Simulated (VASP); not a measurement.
Band structure of Li2S (space group Fm-3m). Calculation: PBE GGA, VASP's PBE PAW potentials (set 64) (plane waves; VASP 6.6.1).

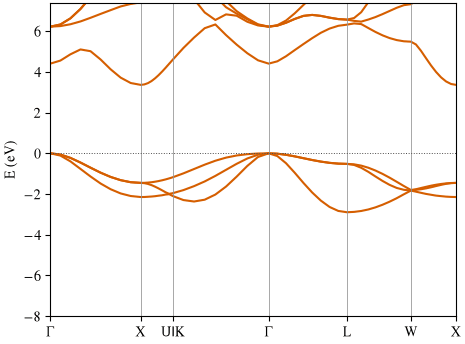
Figure: Bands along high-symmetry lines, zero at the valence-band maximum or, without a gap, the Fermi level

Task: Read the plot: is there a gap, and where are the band edges?

Result: The gap is indirect, 3.36 eV, from the valence maximum at Γ to the conduction minimum at X.

The structure comes from a computed database's Li2S entry; how it stands against other phases isn't given here. The cell was not relaxed at this level.
